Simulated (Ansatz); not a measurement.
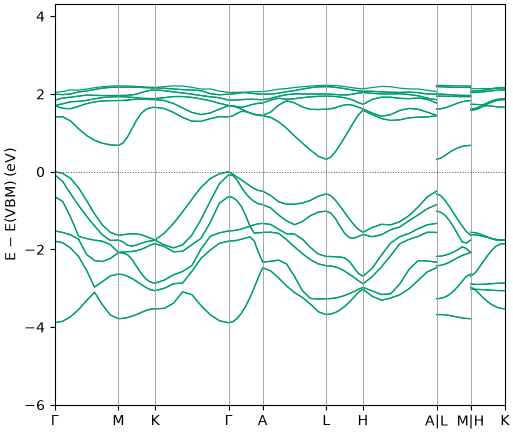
Band structure from r²SCAN with spin–orbit coupling (plane waves, PAW; program Ansatz)

Read off the gap and where the band edges lie.

About 0.3 eV (0.32 eV by a search for the band edges); maximum at Γ, minimum at L.

The material is Li3LaSb2 in space group P-3m1 (No. 164; Li on 1b, Li on 2d, La on 1a, Sb on 2d).

The first step of the workflow began from a Materials Project structure, measured or hypothetical; the Crystallography Open Database copy checked does not list it. Its standing as an ambient phase is unchecked. The r²SCAN relaxation kept the symmetry of its start; whether a distortion lowers the energy is not shown.

Potentials: the later of the program's two PAW sets.
